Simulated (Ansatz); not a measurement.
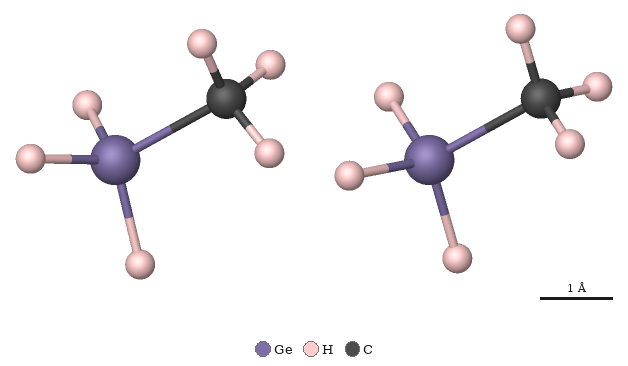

Two geometries of CH6Ge, drawn at one scale. One is the start of a relaxation, the other its converged end. Style: ball-and-stick. Shown from a free direction.

Level of theory: RKS PBE/def2-SVP in Ansatz 0.2.0. (no spin polarisation; force threshold 0.02 eV/Å; at most 40 steps)

Q: Which of the two is the end point?

A: The right one is the relaxed one. The run prepares the start of a later molecular dynamics calculation, from a guessed geometry. The largest moves after the best rigid fit, 0.36 Å, are those of H atoms. Largest moves by element: H 0.36 Å, C 0.01 Å. Ge stays in place. Near-neighbour distances that change, for instance: C–Ge 1.960 → 1.968 Å, Ge–H 1.549 → 1.553 Å. Groups turn about C–Ge by about 30°. Over 7 accepted moves (8 points after the start) the energy falls by 0.77 kcal/mol. Largest force component: 0.15 eV/Å at the start, 0.00075 eV/Å at the end. The line search rejected the trial step at point 3 of the run. Cost: 19 s on 1 thread of Arm Neoverse V1 (shared host), peak memory 0.13 GiB.
